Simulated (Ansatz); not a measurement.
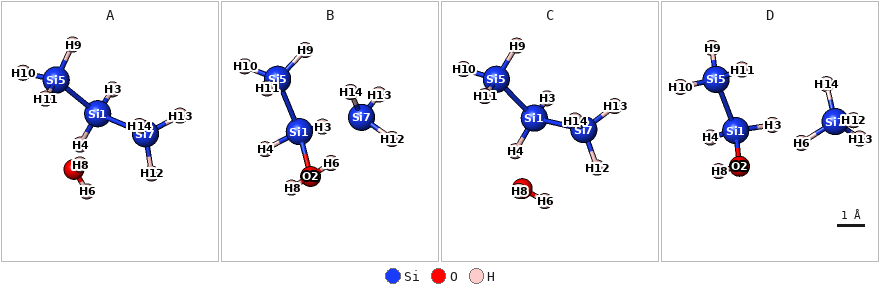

4 geometries from a converged minimum-energy path of Si₃H₁₀O, made up of Si$_{2}$H$_{6}$O and SiH$_{4}$, shuffled. Style: ball-and-stick. Shown at a tilt.

These are results of Ansatz, RKS PBE/def2-SVP, not measurements. Settings: 7 movable images; climbing image; force threshold 0.03 eV/Å; iteration limit 60; starting path through a guess of the saddle point.

**Which frame is the transition state?**

B. In order along the path, whose images run from 0 to 8: D (image 0, 0.00 eV), B (image 4, +1.93 eV), C (image 7, +0.44 eV), A (image 8, +0.36 eV). Breaking: H6–Si7 (1.50 → 2.07 at the top → 3.11 Å), Si1–O2 (1.69 → 1.92 at the top → 3.04 Å). Forming: O2–H6 (2.81 → 1.08 at the top → 0.98 Å), Si1–Si7 (4.37 → 2.88 at the top → 2.36 Å).

Limits of the set-up: the start holds two separate molecules, 2.8 Å apart at their closest, whose relative position is a soft coordinate and is computed without a dispersion correction.

Cost: 5.5 min on 2 threads of AMD EPYC 9B14 (Zen 4) (shared host), peak memory 0.18 GiB.
